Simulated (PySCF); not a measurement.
# Run report: MoSCl4 (charge −1), geometry relaxation

System: MoSCl4, charge −1, multiplicity 2, SMILES [S]=[Mo-]([Cl])([Cl])([Cl])[Cl].
Method: PBE0-D3(BJ)/def2-SVP geometry optimisation, gas phase (PySCF 2.14.0).

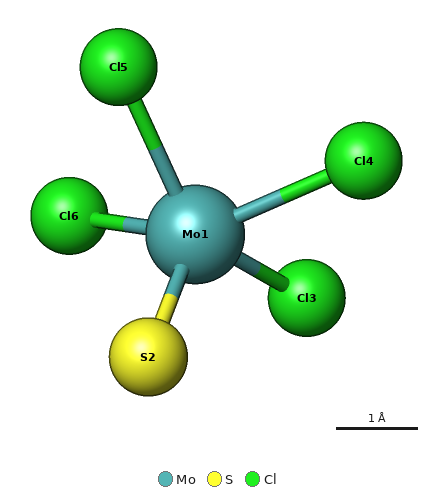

*The input geometry (ball-and-stick view, seen at a tilt; atoms are numbered from 1 in the order of the input). Sticks mark near contacts.*

Bond lengths as drawn: Cl–Mo 2.25 to 2.44 Å and Mo–S 2.14 Å.

**Results in brief**

- outcome: converged
- total energy: −2306.087369 hartree
- ⟨S²⟩: 0.768
- point group: C4v
- hardware: 1 CPU thread, shared host
- wall time: 2 min
- peak memory: 0.55 GiB

**Input**
```
{"job": {"xc": "PBE0", "basis": "def2-SVP", "d3": "d3bj", "grid": 1, "maxiter": 30, "shake": 0.03, "kind": "geom"}, "charge": -1, "multiplicity": 2}
Mo     0.062670    -0.078870     0.134100
S     -0.013430    -0.021400     2.269270
Cl     2.176240     0.009010    -0.636680
Cl     0.084790     2.251220    -0.594170
Cl    -2.246230    -0.027870    -0.633750
Cl    -0.000920    -2.228110    -0.608060
```

The first line tells a small driver script what to run in PySCF; the rest is the geometry in Å.

Run as:
```bash
OMP_NUM_THREADS=1 python <driver script> task.json out
```

**What the program printed**
```
step   0  E = -2306.07757858  max force = 0.041342
step   1  E = -2306.08647404  max force = 0.009055
step   2  E = -2306.08721419  max force = 0.002834
step   3  E = -2306.08733120  max force = 0.000874
step   4  E = -2306.08736323  max force = 0.000443
step   5  E = -2306.08736936  max force = 0.000083
optimisation converged
```

**Trajectory as extended XYZ (Å, eV, eV/Å), 6 frames, from step=0 to step=5**
```
6
Properties=species:S:1:pos:R:3:forces:R:3 step=0 energy=-62751.56718
Mo    0.0627   -0.0789    0.1341   -2.1259   1.9450   0.7665
S    -0.0134   -0.0214    2.2693    0.2062  -0.1746  -1.2118
Cl    2.1762    0.0090   -0.6367    1.2762  -0.2306  -0.1485
Cl    0.0848    2.2512   -0.5942   -0.2095  -0.6863   0.3295
Cl   -2.2462   -0.0279   -0.6338    0.7566   0.0236   0.3296
Cl   -0.0009   -2.2281   -0.6081    0.0965  -0.8770  -0.0653
6
Properties=species:S:1:pos:R:3:forces:R:3 step=1 energy=-62751.80924
Mo    0.0093   -0.0326    0.1043   -0.1652   0.4656  -0.4316
S     0.0583   -0.0205    2.1854   -0.1342  -0.0282   0.2384
Cl    2.2498   -0.0194   -0.5292    0.2133  -0.0242  -0.0877
Cl   -0.0096    2.2263   -0.6037    0.0816  -0.1358   0.1211
Cl   -2.2287    0.0046   -0.6269   -0.0354  -0.0806   0.1375
Cl   -0.0159   -2.2544   -0.5991    0.0399  -0.1968   0.0223
6
Properties=species:S:1:pos:R:3:forces:R:3 step=2 energy=-62751.82938
Mo    0.0115   -0.0172    0.0938    0.0026  -0.0008  -0.1457
S     0.0083   -0.0094    2.1823   -0.0138  -0.0159   0.0087
Cl    2.2638   -0.0220   -0.5734   -0.0033   0.0067   0.0301
Cl    0.0070    2.2278   -0.5829    0.0303   0.0499   0.0192
Cl   -2.2311   -0.0123   -0.6004   -0.0336  -0.0110   0.0476
Cl    0.0037   -2.2630   -0.5886    0.0178  -0.0288   0.0401
6
Properties=species:S:1:pos:R:3:forces:R:3 step=3 energy=-62751.83256
Mo    0.0079   -0.0156    0.0843    0.0450  -0.0265  -0.0404
S     0.0045   -0.0087    2.1732   -0.0112  -0.0128  -0.0251
Cl    2.2650   -0.0204   -0.5724   -0.0153   0.0071   0.0171
Cl    0.0148    2.2356   -0.5789   -0.0095   0.0153   0.0028
Cl   -2.2409   -0.0179   -0.5919   -0.0017   0.0075   0.0198
Cl    0.0118   -2.2689   -0.5836   -0.0073   0.0094   0.0260
6
Properties=species:S:1:pos:R:3:forces:R:3 step=4 energy=-62751.83344
Mo    0.0096   -0.0154    0.0798    0.0228  -0.0176  -0.0185
S     0.0014   -0.0131    2.1675    0.0013  -0.0012   0.0033
Cl    2.2673   -0.0174   -0.5723   -0.0079   0.0019   0.0072
Cl    0.0139    2.2384   -0.5798   -0.0055   0.0040   0.0008
Cl   -2.2416   -0.0173   -0.5862   -0.0086   0.0049  -0.0002
Cl    0.0124   -2.2713   -0.5783   -0.0020   0.0081   0.0075
6
Properties=species:S:1:pos:R:3:forces:R:3 step=5 energy=-62751.83360
Mo    0.0103   -0.0161    0.0782    0.0023   0.0007   0.0042
S     0.0028   -0.0139    2.1662   -0.0004  -0.0006  -0.0039
Cl    2.2680   -0.0165   -0.5709   -0.0015  -0.0005  -0.0001
Cl    0.0125    2.2388   -0.5800   -0.0007  -0.0015  -0.0004
Cl   -2.2426   -0.0163   -0.5858    0.0007  -0.0003  -0.0003
Cl    0.0121   -2.2719   -0.5769   -0.0004   0.0023   0.0005
```

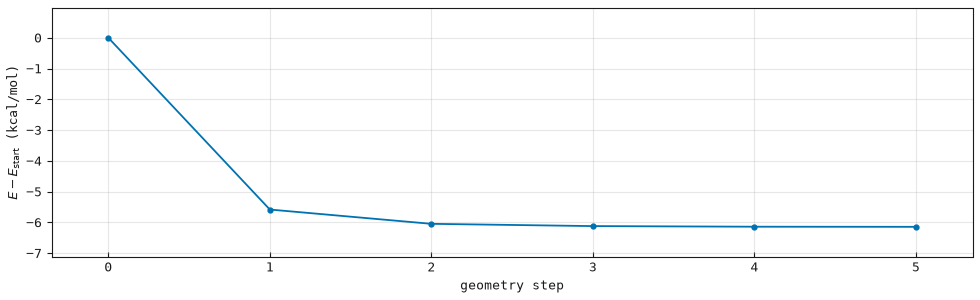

*Progress of the relaxation, step by step (steps are counted from 0).*

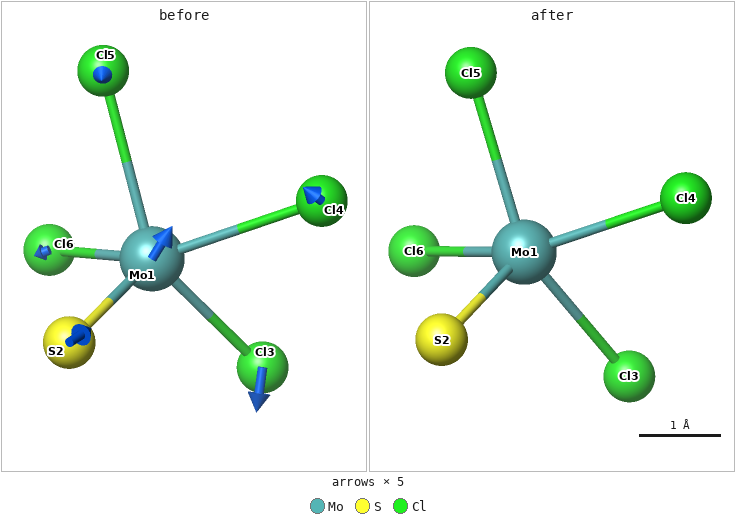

*Before (left) and after (right) the relaxation, at one scale (ball-and-stick view, seen at a tilt). The blue arrows give the displacements, magnified 5 times.*

The largest move after the best rigid fit is that of Cl3, 0.11 Å. By element the largest moves are Cl 0.11 Å, S 0.11 Å, Mo 0.10 Å. Among the contacts that change: Mo1–Cl3 2.251 → 2.349 Å, Mo1–Cl4 2.441 → 2.349 Å, Mo1–Cl5 2.434 → 2.349 Å, Mo1–Cl6 2.275 → 2.349 Å. Among the angles that change: Cl3–Mo1–Cl5 141.4° → 147.5°, S2–Mo1–Cl3 112.0° → 106.2°, S2–Mo1–Cl6 110.5° → 106.3°. The energy falls by 6.14 kcal/mol in 5 geometry steps. Largest force component: 2.1 eV/Å at the start, 0.0042 eV/Å at the end. (Atoms are counted from 1 in the order of the input.)
